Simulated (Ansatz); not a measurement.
**Run report: GeH$_{3}$ClO$_{2}$, molecular dynamics (part 1 of 5)**

The run: molecular dynamics of GeH$_{3}$ClO$_{2}$. Method and program: RHF/def2-SVP (Ansatz 0.2.0).

It belongs to a series of runs on one base structure; here: dynamics from the highest image of the converged band. Figures and captions count atoms from 1; the log counts them from 0 in places.

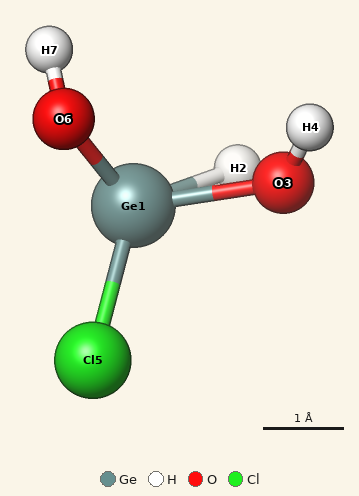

**Figure 1.** The input geometry (ball-and-stick view, seen at a tilt; atoms are numbered from 1 in the order of the input). Sticks mark near contacts. Bond lengths as drawn: Cl–Ge 2.15 Å, Ge–H 1.63 Å, Ge–O 1.75 to 1.93 Å and H–O 0.95 Å.

**Key numbers**

| quantity | value |
| --- | --- |
| outcome | finished |
| mean temperature over the second half | 2687 K |
| trajectory | 200 steps, 100 fs |
| ensemble | nve |
| temperature in the input | 100.0 K |
| time step | 0.5 fs |
| potential energy (last step) | −73084.5914 eV |
| mean-field energy (last step) | −73084.5914 eV |
| largest force (length of the vector) (last step) | 6.165 eV/Å |
| hardware | 1 thread of Arm Neoverse V2, 24 GiB of memory available, shared host |
| wall time | 7.2 min |
| peak memory | 0.18 GiB |

So short a trajectory is not equilibrated.

**The input**
```yaml
crystal:
  periodic: [false, false, false]
  atoms:
    - { symbol: Ge, position_ang: [-0.249946, 0.09164, 0.424782] }
    - { symbol: H, position_ang: [0.892592, -0.039943, 1.585531] }
    - { symbol: O, position_ang: [1.674078, -0.085725, 0.459888] }
    - { symbol: H, position_ang: [2.145066, -0.850863, 0.141904] }
    - { symbol: Cl, position_ang: [-0.703203, 1.741124, -0.88496] }
    - { symbol: O, position_ang: [-0.844506, -1.283429, -0.484672] }
    - { symbol: H, position_ang: [-1.037178, -2.067703, 0.006624] }
basis:
  gaussian: { orbitals: def2-SVP }
hamiltonian:
  xc: hf
md:
  timestep: 0.5
  n_steps: 200
  ensemble: nve
  temperature: 100.0
  initial_velocities: maxwell_boltzmann
  seed: 9387
```

Launch command:
```bash
ansatz run input.yaml --threads 1 --pin off --max-ram 2048MiB --backend cpu --events-out ev --progress --plain --runs-dir out
```

**The program's output**
```
Engine: ansatz 0.2.0, aarch64-unknown-linux-gnu
Functional definition: HF
  exchange = exact_x
  correlation = 0
950 factors; integrals over basis functions are off by at most 3.9e-4 eV
mean field evaluation 1: about -73079.6638 eV, gradient 4.5e1 eV
mean field evaluation 2: about -73079.7028 eV, gradient 4.5e1 eV
mean field evaluation 4: about -73083.6557 eV, gradient 3.1e0 eV
mean field evaluation 8: about -73083.6993 eV, gradient 1.5e-1 eV
mean field -73083.69953951 eV, -2685.7764201661 hartree, gradient 2.5e-5 eV, S^2 0.000000; 0 other end points of the search recorded, 0 dependent functions left out
the calculation of the forces begins
reference -73083.69953951 eV, -2685.7764201661 hartree; 34, 34 occupied and 59, 59 virtual orbitals, 950 factors
md step     0: t =     0.00 fs  T =   100.0 K  F+E_penalty+E_count = -73083.69953951 eV  E_kin = 0.064630 eV  conserved = -73083.63490951 eV  (38 SCF iters)
these checks for a lower state are left out or cut short: starts, cluster_reference, orbital_swaps, neighbouring_geometries, increment
950 factors; integrals over basis functions are off by at most 3.9e-4 eV
mean field evaluation 16: about -73083.6985 eV, gradient 2.4e-4 eV
mean field -73083.69854258 eV, -2685.7763835297 hartree, gradient 2.2e-5 eV, S^2 0.000000; 0 other end points of the search recorded, 0 dependent functions left out
the calculation of the forces begins
reference -73083.69854258 eV, -2685.7763835297 hartree; 34, 34 occupied and 59, 59 virtual orbitals, 950 factors
md step     1: t =     0.50 fs  T =    98.5 K  F+E_penalty+E_count = -73083.69854258 eV  E_kin = 0.063683 eV  conserved = -73083.63485976 eV  (38 SCF iters)
[... from here on the SCF iterations and repeated set-up lines of each step are left out, up to the last step ...]
md step     2: t =     1.00 fs  T =    95.2 K  F+E_penalty+E_count = -73083.69627372 eV  E_kin = 0.061522 eV  conserved = -73083.63475188 eV  (38 SCF iters)
md step     3: t =     1.50 fs  T =    92.4 K  F+E_penalty+E_count = -73083.69438092 eV  E_kin = 0.059740 eV  conserved = -73083.63464131 eV  (39 SCF iters)
md step     4: t =     2.00 fs  T =    92.8 K  F+E_penalty+E_count = -73083.69457579 eV  E_kin = 0.060000 eV  conserved = -73083.63457617 eV  (39 SCF iters)
md step     5: t =     2.50 fs  T =    98.0 K  F+E_penalty+E_count = -73083.69788150 eV  E_kin = 0.063307 eV  conserved = -73083.63457406 eV  (39 SCF iters)
md step     6: t =     3.00 fs  T =   107.9 K  F+E_penalty+E_count = -73083.70435765 eV  E_kin = 0.069744 eV  conserved = -73083.63461380 eV  (38 SCF iters)
md step     7: t =     3.50 fs  T =   121.9 K  F+E_penalty+E_count = -73083.71343443 eV  E_kin = 0.078791 eV  conserved = -73083.63464384 eV  (38 SCF iters)
md step     8: t =     4.00 fs  T =   139.4 K  F+E_penalty+E_count = -73083.72472101 eV  E_kin = 0.090118 eV  conserved = -73083.63460338 eV  (39 SCF iters)
md step     9: t =     4.50 fs  T =   161.7 K  F+E_penalty+E_count = -73083.73893685 eV  E_kin = 0.104479 eV  conserved = -73083.63445830 eV  (39 SCF iters)
md step    10: t =     5.00 fs  T =   192.2 K  F+E_penalty+E_count = -73083.75846699 eV  E_kin = 0.124248 eV  conserved = -73083.63421899 eV  (38 SCF iters)
md step    11: t =     5.50 fs  T =   237.1 K  F+E_penalty+E_count = -73083.78718353 eV  E_kin = 0.153236 eV  conserved = -73083.63394718 eV  (38 SCF iters)
md step    12: t =     6.00 fs  T =   302.9 K  F+E_penalty+E_count = -73083.82951311 eV  E_kin = 0.195792 eV  conserved = -73083.63372142 eV  (37 SCF iters)
md step    13: t =     6.50 fs  T =   395.6 K  F+E_penalty+E_count = -73083.88927222 eV  E_kin = 0.255684 eV  conserved = -73083.63358863 eV  (38 SCF iters)
md step    14: t =     7.00 fs  T =   519.0 K  F+E_penalty+E_count = -73083.96899183 eV  E_kin = 0.335451 eV  conserved = -73083.63354116 eV  (38 SCF iters)
md step    15: t =     7.50 fs  T =   675.4 K  F+E_penalty+E_count = -73084.07006112 eV  E_kin = 0.436520 eV  conserved = -73083.63354136 eV  (38 SCF iters)
md step    16: t =     8.00 fs  T =   866.1 K  F+E_penalty+E_count = -73084.19332404 eV  E_kin = 0.559757 eV  conserved = -73083.63356733 eV  (37 SCF iters)
md step    17: t =     8.50 fs  T =  1092.0 K  F+E_penalty+E_count = -73084.33943111 eV  E_kin = 0.705792 eV  conserved = -73083.63363922 eV  (37 SCF iters)
md step    18: t =     9.00 fs  T =  1353.4 K  F+E_penalty+E_count = -73084.50853071 eV  E_kin = 0.874721 eV  conserved = -73083.63380931 eV  (37 SCF iters)
md step    19: t =     9.50 fs  T =  1648.3 K  F+E_penalty+E_count = -73084.69942753 eV  E_kin = 1.065297 eV  conserved = -73083.63413010 eV  (37 SCF iters)
md step    20: t =    10.00 fs  T =  1971.3 K  F+E_penalty+E_count = -73084.90868528 eV  E_kin = 1.274058 eV  conserved = -73083.63462704 eV  (37 SCF iters)
md step    21: t =    10.50 fs  T =  2313.0 K  F+E_penalty+E_count = -73085.13015081 eV  E_kin = 1.494869 eV  conserved = -73083.63528207 eV  (34 SCF iters)
md step    22: t =    11.00 fs  T =  2660.0 K  F+E_penalty+E_count = -73085.35518961 eV  E_kin = 1.719157 eV  conserved = -73083.63603213 eV  (35 SCF iters)
md step    23: t =    11.50 fs  T =  2996.9 K  F+E_penalty+E_count = -73085.57367069 eV  E_kin = 1.936890 eV  conserved = -73083.63678057 eV  (35 SCF iters)
md step    24: t =    12.00 fs  T =  3308.2 K  F+E_penalty+E_count = -73085.77549839 eV  E_kin = 2.138079 eV  conserved = -73083.63741963 eV  (35 SCF iters)
md step    25: t =    12.50 fs  T =  3581.0 K  F+E_penalty+E_count = -73085.95226881 eV  E_kin = 2.314400 eV  conserved = -73083.63786881 eV  (35 SCF iters)
md step    26: t =    13.00 fs  T =  3806.8 K  F+E_penalty+E_count = -73086.09846138 eV  E_kin = 2.460353 eV  conserved = -73083.63810831 eV  (35 SCF iters)
md step    27: t =    13.50 fs  T =  3981.9 K  F+E_penalty+E_count = -73086.21167326 eV  E_kin = 2.573493 eV  conserved = -73083.63818015 eV  (35 SCF iters)
md step    28: t =    14.00 fs  T =  4106.0 K  F+E_penalty+E_count = -73086.29187926 eV  E_kin = 2.653721 eV  conserved = -73083.63815796 eV  (35 SCF iters)
md step    29: t =    14.50 fs  T =  4181.0 K  F+E_penalty+E_count = -73086.34028088 eV  E_kin = 2.702192 eV  conserved = -73083.63808846 eV  (36 SCF iters)
md step    30: t =    15.00 fs  T =  4209.5 K  F+E_penalty+E_count = -73086.35857704 eV  E_kin = 2.720609 eV  conserved = -73083.63796759 eV  (35 SCF iters)
md step    31: t =    15.50 fs  T =  4195.1 K  F+E_penalty+E_count = -73086.34902614 eV  E_kin = 2.711263 eV  conserved = -73083.63776279 eV  (35 SCF iters)
md step    32: t =    16.00 fs  T =  4142.8 K  F+E_penalty+E_count = -73086.31496219 eV  E_kin = 2.677507 eV  conserved = -73083.63745478 eV  (30 SCF iters)
md step    33: t =    16.50 fs  T =  4060.1 K  F+E_penalty+E_count = -73086.26110291 eV  E_kin = 2.624037 eV  conserved = -73083.63706610 eV  (30 SCF iters)
md step    34: t =    17.00 fs  T =  3955.7 K  F+E_penalty+E_count = -73086.19323891 eV  E_kin = 2.556574 eV  conserved = -73083.63666504 eV  (29 SCF iters)
md step    35: t =    17.50 fs  T =  3838.8 K  F+E_penalty+E_count = -73086.11733288 eV  E_kin = 2.481017 eV  conserved = -73083.63631581 eV  (29 SCF iters)
md step    36: t =    18.00 fs  T =  3717.2 K  F+E_penalty+E_count = -73086.03850173 eV  E_kin = 2.402428 eV  conserved = -73083.63607371 eV  (30 SCF iters)
md step    37: t =    18.50 fs  T =  3596.3 K  F+E_penalty+E_count = -73085.96023312 eV  E_kin = 2.324284 eV  conserved = -73083.63594929 eV  (30 SCF iters)
md step    38: t =    19.00 fs  T =  3478.7 K  F+E_penalty+E_count = -73085.88420593 eV  E_kin = 2.248291 eV  conserved = -73083.63591448 eV  (30 SCF iters)
md step    39: t =    19.50 fs  T =  3365.0 K  F+E_penalty+E_count = -73085.81074047 eV  E_kin = 2.174829 eV  conserved = -73083.63591176 eV  (30 SCF iters)
md step    40: t =    20.00 fs  T =  3255.2 K  F+E_penalty+E_count = -73085.73969400 eV  E_kin = 2.103812 eV  conserved = -73083.63588228 eV  (30 SCF iters)
md step    41: t =    20.50 fs  T =  3149.6 K  F+E_penalty+E_count = -73085.67136612 eV  E_kin = 2.035566 eV  conserved = -73083.63580035 eV  (30 SCF iters)
md step    42: t =    21.00 fs  T =  3050.0 K  F+E_penalty+E_count = -73085.60689322 eV  E_kin = 1.971202 eV  conserved = -73083.63569164 eV  (30 SCF iters)
md step    43: t =    21.50 fs  T =  2958.7 K  F+E_penalty+E_count = -73085.54783198 eV  E_kin = 1.912207 eV  conserved = -73083.63562478 eV  (30 SCF iters)
md step    44: t =    22.00 fs  T =  2877.1 K  F+E_penalty+E_count = -73085.49511020 eV  E_kin = 1.859444 eV  conserved = -73083.63566574 eV  (30 SCF iters)
md step    45: t =    22.50 fs  T =  2804.0 K  F+E_penalty+E_count = -73085.44803438 eV  E_kin = 1.812206 eV  conserved = -73083.63582887 eV  (30 SCF iters)
md step    46: t =    23.00 fs  T =  2735.6 K  F+E_penalty+E_count = -73085.40407627 eV  E_kin = 1.768008 eV  conserved = -73083.63606821 eV  (30 SCF iters)
md step    47: t =    23.50 fs  T =  2666.3 K  F+E_penalty+E_count = -73085.35957251 eV  E_kin = 1.723258 eV  conserved = -73083.63631431 eV  (30 SCF iters)
md step    48: t =    24.00 fs  T =  2590.5 K  F+E_penalty+E_count = -73085.31078022 eV  E_kin = 1.674253 eV  conserved = -73083.63652694 eV  (30 SCF iters)
md step    49: t =    24.50 fs  T =  2503.2 K  F+E_penalty+E_count = -73085.25453106 eV  E_kin = 1.617815 eV  conserved = -73083.63671614 eV  (30 SCF iters)
md step    50: t =    25.00 fs  T =  2400.1 K  F+E_penalty+E_count = -73085.18812961 eV  E_kin = 1.551201 eV  conserved = -73083.63692892 eV  (30 SCF iters)
md step    51: t =    25.50 fs  T =  2276.8 K  F+E_penalty+E_count = -73085.10868442 eV  E_kin = 1.471468 eV  conserved = -73083.63721688 eV  (30 SCF iters)
md step    52: t =    26.00 fs  T =  2127.2 K  F+E_penalty+E_count = -73085.01239952 eV  E_kin = 1.374808 eV  conserved = -73083.63759186 eV  (29 SCF iters)
md step    53: t =    26.50 fs  T =  1944.1 K  F+E_penalty+E_count = -73084.89448301 eV  E_kin = 1.256493 eV  conserved = -73083.63798959 eV  (29 SCF iters)
md step    54: t =    27.00 fs  T =  1720.6 K  F+E_penalty+E_count = -73084.75026015 eV  E_kin = 1.112014 eV  conserved = -73083.63824653 eV  (29 SCF iters)
md step    55: t =    27.50 fs  T =  1454.0 K  F+E_penalty+E_count = -73084.57782595 eV  E_kin = 0.939725 eV  conserved = -73083.63810069 eV  (29 SCF iters)
md step    56: t =    28.00 fs  T =  1152.3 K  F+E_penalty+E_count = -73084.38202641 eV  E_kin = 0.744752 eV  conserved = -73083.63727467 eV  (29 SCF iters)
md step    57: t =    28.50 fs  T =   839.8 K  F+E_penalty+E_count = -73084.17843751 eV  E_kin = 0.542793 eV  conserved = -73083.63564448 eV  (29 SCF iters)
md step    58: t =    29.00 fs  T =   558.9 K  F+E_penalty+E_count = -73083.99470650 eV  E_kin = 0.361246 eV  conserved = -73083.63346040 eV  (28 SCF iters)
md step    59: t =    29.50 fs  T =   363.1 K  F+E_penalty+E_count = -73083.86612433 eV  E_kin = 0.234688 eV  conserved = -73083.63143596 eV  (28 SCF iters)
md step    60: t =    30.00 fs  T =   300.2 K  F+E_penalty+E_count = -73083.82449873 eV  E_kin = 0.194020 eV  conserved = -73083.63047863 eV  (29 SCF iters)
md step    61: t =    30.50 fs  T =   392.2 K  F+E_penalty+E_count = -73083.88459094 eV  E_kin = 0.253472 eV  conserved = -73083.63111888 eV  (29 SCF iters)
md step    62: t =    31.00 fs  T =   624.1 K  F+E_penalty+E_count = -73084.03647359 eV  E_kin = 0.403383 eV  conserved = -73083.63309076 eV  (29 SCF iters)
md step    63: t =    31.50 fs  T =   950.1 K  F+E_penalty+E_count = -73084.24959135 eV  E_kin = 0.614070 eV  conserved = -73083.63552123 eV  (30 SCF iters)
md step    64: t =    32.00 fs  T =  1312.5 K  F+E_penalty+E_count = -73084.48577465 eV  E_kin = 0.848247 eV  conserved = -73083.63752799 eV  (29 SCF iters)
md step    65: t =    32.50 fs  T =  1661.6 K  F+E_penalty+E_count = -73084.71258779 eV  E_kin = 1.073915 eV  conserved = -73083.63867229 eV  (29 SCF iters)
md step    66: t =    33.00 fs  T =  1967.1 K  F+E_penalty+E_count = -73084.91032566 eV  E_kin = 1.271334 eV  conserved = -73083.63899156 eV  (29 SCF iters)
md step    67: t =    33.50 fs  T =  2217.5 K  F+E_penalty+E_count = -73085.07191627 eV  E_kin = 1.433145 eV  conserved = -73083.63877163 eV  (29 SCF iters)
md step    68: t =    34.00 fs  T =  2414.6 K  F+E_penalty+E_count = -73085.19887619 eV  E_kin = 1.560556 eV  conserved = -73083.63832009 eV  (29 SCF iters)
md step    69: t =    34.50 fs  T =  2566.8 K  F+E_penalty+E_count = -73085.29673077 eV  E_kin = 1.658891 eV  conserved = -73083.63784011 eV  (29 SCF iters)
md step    70: t =    35.00 fs  T =  2683.6 K  F+E_penalty+E_count = -73085.37183690 eV  E_kin = 1.734420 eV  conserved = -73083.63741661 eV  (29 SCF iters)
md step    71: t =    35.50 fs  T =  2774.2 K  F+E_penalty+E_count = -73085.43000480 eV  E_kin = 1.792957 eV  conserved = -73083.63704745 eV  (29 SCF iters)
md step    72: t =    36.00 fs  T =  2846.6 K  F+E_penalty+E_count = -73085.47645247 eV  E_kin = 1.839754 eV  conserved = -73083.63669861 eV  (30 SCF iters)
md step    73: t =    36.50 fs  T =  2908.7 K  F+E_penalty+E_count = -73085.51623176 eV  E_kin = 1.879873 eV  conserved = -73083.63635913 eV  (29 SCF iters)
md step    74: t =    37.00 fs  T =  2968.1 K  F+E_penalty+E_count = -73085.55432422 eV  E_kin = 1.918261 eV  conserved = -73083.63606316 eV  (29 SCF iters)
md step    75: t =    37.50 fs  T =  3031.4 K  F+E_penalty+E_count = -73085.59507459 eV  E_kin = 1.959205 eV  conserved = -73083.63586956 eV  (29 SCF iters)
md step    76: t =    38.00 fs  T =  3103.0 K  F+E_penalty+E_count = -73085.64128611 eV  E_kin = 2.005475 eV  conserved = -73083.63581067 eV  (29 SCF iters)
md step    77: t =    38.50 fs  T =  3184.1 K  F+E_penalty+E_count = -73085.69372244 eV  E_kin = 2.057862 eV  conserved = -73083.63586012 eV  (29 SCF iters)
md step    78: t =    39.00 fs  T =  3273.3 K  F+E_penalty+E_count = -73085.75150367 eV  E_kin = 2.115558 eV  conserved = -73083.63594572 eV  (28 SCF iters)
md step    79: t =    39.50 fs  T =  3368.7 K  F+E_penalty+E_count = -73085.81319016 eV  E_kin = 2.177191 eV  conserved = -73083.63599914 eV  (29 SCF iters)
md step    80: t =    40.00 fs  T =  3468.7 K  F+E_penalty+E_count = -73085.87783574 eV  E_kin = 2.241840 eV  conserved = -73083.63599548 eV  (29 SCF iters)
md step    81: t =    40.50 fs  T =  3573.3 K  F+E_penalty+E_count = -73085.94540397 eV  E_kin = 2.309447 eV  conserved = -73083.63595710 eV  (29 SCF iters)
md step    82: t =    41.00 fs  T =  3683.3 K  F+E_penalty+E_count = -73086.01643769 eV  E_kin = 2.380502 eV  conserved = -73083.63593614 eV  (29 SCF iters)
md step    83: t =    41.50 fs  T =  3799.0 K  F+E_penalty+E_count = -73086.09126055 eV  E_kin = 2.455269 eV  conserved = -73083.63599113 eV  (39 SCF iters)
md step    84: t =    42.00 fs  T =  3919.2 K  F+E_penalty+E_count = -73086.16911085 eV  E_kin = 2.532958 eV  conserved = -73083.63615294 eV  (35 SCF iters)
md step    85: t =    42.50 fs  T =  4040.2 K  F+E_penalty+E_count = -73086.24760766 eV  E_kin = 2.611183 eV  conserved = -73083.63642471 eV  (39 SCF iters)
md step    86: t =    43.00 fs  T =  4155.9 K  F+E_penalty+E_count = -73086.32271790 eV  E_kin = 2.685946 eV  conserved = -73083.63677148 eV  (39 SCF iters)
md step    87: t =    43.50 fs  T =  4258.3 K  F+E_penalty+E_count = -73086.38926883 eV  E_kin = 2.752127 eV  conserved = -73083.63714203 eV  (35 SCF iters)
md step    88: t =    44.00 fs  T =  4338.9 K  F+E_penalty+E_count = -73086.44172690 eV  E_kin = 2.804234 eV  conserved = -73083.63749242 eV  (35 SCF iters)
md step    89: t =    44.50 fs  T =  4389.6 K  F+E_penalty+E_count = -73086.47482591 eV  E_kin = 2.837010 eV  conserved = -73083.63781561 eV  (34 SCF iters)
md step    90: t =    45.00 fs  T =  4402.8 K  F+E_penalty+E_count = -73086.48365029 eV  E_kin = 2.845514 eV  conserved = -73083.63813648 eV  (34 SCF iters)
md step    91: t =    45.50 fs  T =  4370.6 K  F+E_penalty+E_count = -73086.46321724 eV  E_kin = 2.824741 eV  conserved = -73083.63847583 eV  (35 SCF iters)
md step    92: t =    46.00 fs  T =  4284.9 K  F+E_penalty+E_count = -73086.40812460 eV  E_kin = 2.769326 eV  conserved = -73083.63879876 eV  (35 SCF iters)
md step    93: t =    46.50 fs  T =  4137.5 K  F+E_penalty+E_count = -73086.31303540 eV  E_kin = 2.674039 eV  conserved = -73083.63899605 eV  (35 SCF iters)
md step    94: t =    47.00 fs  T =  3922.9 K  F+E_penalty+E_count = -73086.17428353 eV  E_kin = 2.535363 eV  conserved = -73083.63892024 eV  (34 SCF iters)
md step    95: t =    47.50 fs  T =  3641.6 K  F+E_penalty+E_count = -73085.99205653 eV  E_kin = 2.353590 eV  conserved = -73083.63846680 eV  (35 SCF iters)
md step    96: t =    48.00 fs  T =  3302.5 K  F+E_penalty+E_count = -73085.77203330 eV  E_kin = 2.134403 eV  conserved = -73083.63763054 eV  (35 SCF iters)
md step    97: t =    48.50 fs  T =  2922.8 K  F+E_penalty+E_count = -73085.52553873 eV  E_kin = 1.889009 eV  conserved = -73083.63653013 eV  (35 SCF iters)
md step    98: t =    49.00 fs  T =  2525.9 K  F+E_penalty+E_count = -73085.26787771 eV  E_kin = 1.632502 eV  conserved = -73083.63537521 eV  (36 SCF iters)
md step    99: t =    49.50 fs  T =  2136.7 K  F+E_penalty+E_count = -73085.01531833 eV  E_kin = 1.380928 eV  conserved = -73083.63439055 eV  (34 SCF iters)
md step   100: t =    50.00 fs  T =  1776.4 K  F+E_penalty+E_count = -73084.78180773 eV  E_kin = 1.148075 eV  conserved = -73083.63373234 eV  (36 SCF iters)
md step   101: t =    50.50 fs  T =  1459.4 K  F+E_penalty+E_count = -73084.57663303 eV  E_kin = 0.943194 eV  conserved = -73083.63343947 eV  (37 SCF iters)
md step   102: t =    51.00 fs  T =  1191.9 K  F+E_penalty+E_count = -73084.40377975 eV  E_kin = 0.770341 eV  conserved = -73083.63343832 eV  (37 SCF iters)
md step   103: t =    51.50 fs  T =   973.8 K  F+E_penalty+E_count = -73084.26295563 eV  E_kin = 0.629361 eV  conserved = -73083.63359447 eV  (37 SCF iters)
md step   104: t =    52.00 fs  T =   801.1 K  F+E_penalty+E_count = -73084.15155234 eV  E_kin = 0.517773 eV  conserved = -73083.63377949 eV  (37 SCF iters)
md step   105: t =    52.50 fs  T =   669.4 K  F+E_penalty+E_count = -73084.06654042 eV  E_kin = 0.432617 eV  conserved = -73083.63392372 eV  (37 SCF iters)
md step   106: t =    53.00 fs  T =   574.8 K  F+E_penalty+E_count = -73084.00550357 eV  E_kin = 0.371475 eV  conserved = -73083.63402822 eV  (37 SCF iters)
md step   107: t =    53.50 fs  T =   514.5 K  F+E_penalty+E_count = -73083.96662759 eV  E_kin = 0.332496 eV  conserved = -73083.63413164 eV  (37 SCF iters)
md step   108: t =    54.00 fs  T =   485.7 K  F+E_penalty+E_count = -73083.94813710 eV  E_kin = 0.313880 eV  conserved = -73083.63425711 eV  (37 SCF iters)
md step   109: t =    54.50 fs  T =   485.2 K  F+E_penalty+E_count = -73083.94795579 eV  E_kin = 0.313571 eV  conserved = -73083.63438446 eV  (37 SCF iters)
md step   110: t =    55.00 fs  T =   509.9 K  F+E_penalty+E_count = -73083.96400591 eV  E_kin = 0.329538 eV  conserved = -73083.63446798 eV  (37 SCF iters)
```
